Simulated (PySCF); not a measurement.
# Excited-state calculation of C$_{4}$H$_{7}$BO$_{2}$Si

- system: C$_{4}$H$_{7}$BO$_{2}$Si
- method: TDDFT CAM-B3LYP/def2-SVPD, vertical, gas phase, core orbitals frozen in the response (PySCF 2.14.0)

The geometry comes from this level: GFN2-xTB. It belongs to a series of runs on one base structure; here: H on C replaced by B(OH)2.

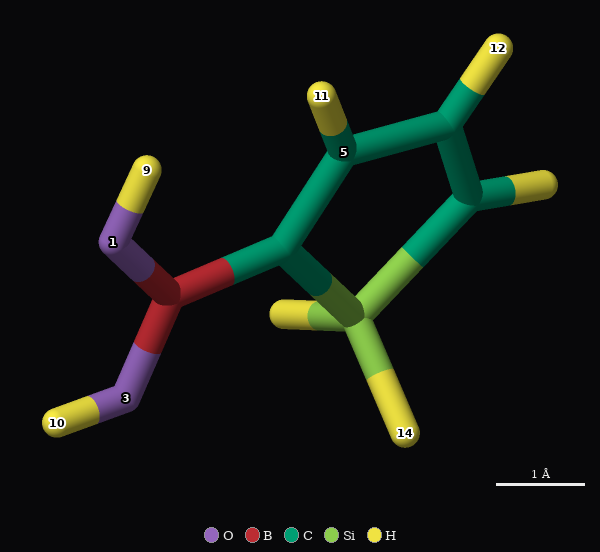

Fig. 1: The input geometry (stick view, seen at a tilt; atoms are numbered from 1 in the order of the input). Bond lengths as drawn: B–C 1.56 Å, B–O 1.35 to 1.37 Å, C–C 1.34 to 1.45 Å, C–H 1.08 to 1.09 Å, C–Si 1.89 Å, H–O 0.95 to 0.96 Å and H–Si 1.46 Å.

### Summary

```json
{"quantity": "outcome", "value": "converged"}
{"quantity": "total energy", "value": "−621.051357 hartree"}
{"quantity": "HOMO", "value": "−8.07 eV"}
{"quantity": "LUMO", "value": "−0.75 eV"}
{"quantity": "dipole moment", "value": "1.55 D"}
{"quantity": "mean polarisability", "value": "90.84 a.u."}
{"quantity": "lowest singlet excitation", "value": "4.28 eV"}
{"quantity": "hardware", "value": "1 CPU thread, shared host"}
{"quantity": "wall time", "value": "48 s"}
{"quantity": "peak memory", "value": "1 GiB"}
```

### The input
```
{"job": {"kind": "uv", "xc": "CAM-B3LYP", "basis": "def2-SVPD", "nstates": 8, "ntriplets": 3}, "charge": 0, "multiplicity": 1}
O     -2.297901     1.381123     1.116897
B     -1.798077     0.407860     0.297126
O     -2.686275    -0.353206    -0.386430
C     -0.285176     0.105653     0.083904
C      0.748279     0.686918     0.724681
C      2.086662     0.244238     0.369961
C      2.158322    -0.708424    -0.568421
Si     0.411170    -1.170784    -1.128313
H     -1.648495     1.902306     1.584421
H     -3.600844    -0.124028    -0.215730
H      0.637032     1.455443     1.482620
H      2.943336     0.686760     0.860744
H      3.098509    -1.108530    -0.909557
H      0.063227    -2.553414    -0.799659
H      0.165817    -0.843924    -2.534157
```

The first line tells a small driver script what to run in PySCF; the rest is the geometry in Å.

Launched with:
```bash
OMP_NUM_THREADS=1 python <driver script> task.json out
```

### What the program printed
```
coarse grid: 13568 points
cycle   1  E = -620.7870616838  dE =  1.329e+00  |g| = 8.632e-01  |ddm| = 7.747e+00
cycle   2  E = -620.7423197070  dE =  4.474e-02  |g| = 1.040e+00  |ddm| = 2.194e+00
cycle   3  E = -620.9405347656  dE = -1.982e-01  |g| = 6.901e-02  |ddm| = 1.155e+00
cycle   4  E = -620.9414664556  dE = -9.317e-04  |g| = 3.858e-02  |ddm| = 2.345e-01
cycle   5  E = -620.9418704712  dE = -4.040e-04  |g| = 8.605e-03  |ddm| = 1.085e-01
cycle   6  E = -620.9418873407  dE = -1.687e-05  |g| = 4.089e-03  |ddm| = 2.380e-02
cycle   7  E = -620.9418916398  dE = -4.299e-06  |g| = 7.297e-04  |ddm| = 9.029e-03
final grid: 127992 points
cycle   8  E = -621.0513546821  dE = -3.920e-05  |g| = 3.111e-03  |ddm| = 1.103e-01
cycle   9  E = -621.0513553195  dE = -6.374e-07  |g| = 2.885e-03  |ddm| = 1.306e-02
cycle  10  E = -621.0513573882  dE = -2.069e-06  |g| = 2.356e-04  |ddm| = 5.272e-03
cycle  11  E = -621.0513573971  dE = -8.924e-09  |g| = 1.949e-04  |ddm| = 7.552e-04
cycle  12  E = -621.0513574055  dE = -8.388e-09  |g| = 3.556e-05  |ddm| = 3.369e-04
cycle  13  E = -621.0513574060  dE = -4.368e-10  |g| = 1.153e-05  |ddm| = 1.468e-04
```

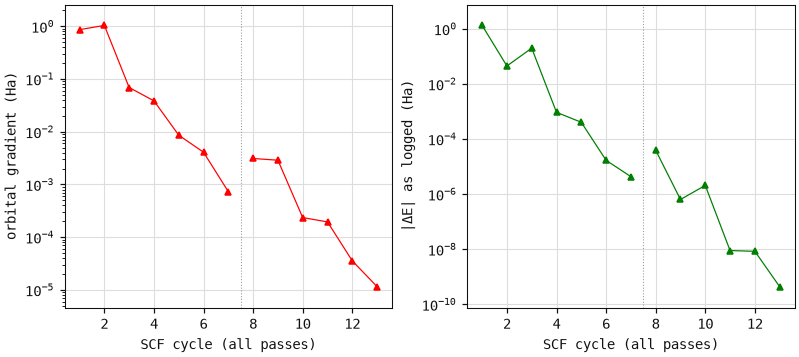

Fig. 2: Convergence of the self-consistent field: orbital gradient and size of the energy change against the SCF cycle. The dotted line marks the change from a coarse to the final integration grid. The first 7 cycles use a coarse grid, the final grid takes over at cycle 8, and the field converges after 13 cycles in all.

```
converged SCF energy = -621.0513574060

Static polarisability (au): isotropic 90.843, principal 62.628 101.317 108.585

Singlet excitations
state   eV       nm        f      main configurations
  1   4.2835    289.4   0.11704   H->L 0.97
  2   5.0024    247.8   0.00007   H-1->L 0.97
  3   5.8766    211.0   0.00201   H-2->L 0.95
  4   6.1847    200.5   0.00047   H->L+1 0.83, H->L+2 0.09
  5   6.6552    186.3   0.03778   H-3->L 0.68, H->L+5 0.28
  6   6.6889    185.4   0.00939   H->L+2 0.64, H->L+3 0.15
  7   6.9885    177.4   0.00198   H->L+4 0.56, H->L+3 0.32
  8   7.2070    172.0   0.00238   H-5->L 0.87

Triplet excitations (Tamm-Dancoff, eV): 2.5329 4.6125 4.6822
```

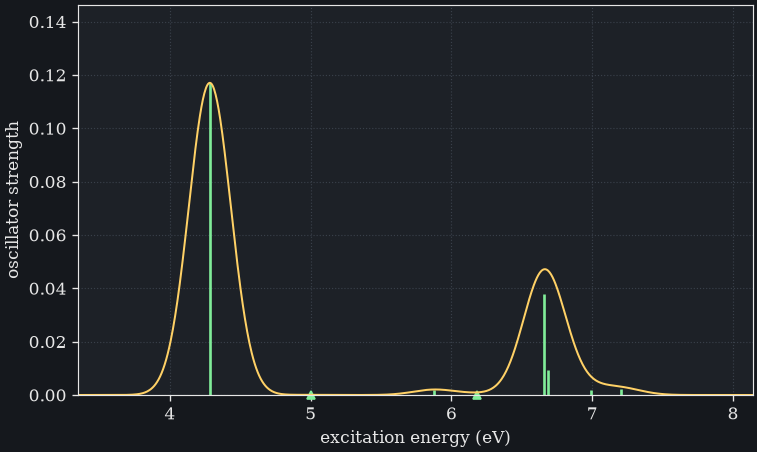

Fig. 3: Computed excitations as sticks (degenerate states added up, dark ones marked on the axis), with a Gaussian envelope of 0.35 eV full width at half maximum, scaled to the tallest. Of the 8 states the lowest lies at 4.28 eV (f = 0.117); the strongest line is at 4.28 eV, or 289 nm (f = 0.117).

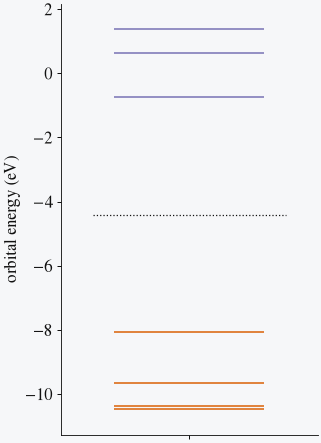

Fig. 4: Orbital energies near the frontier; the dotted line parts filled from empty levels, and levels within 0.02 eV of each other stand side by side. Highest filled −8.07 eV, lowest empty −0.75 eV, 7.32 eV apart.
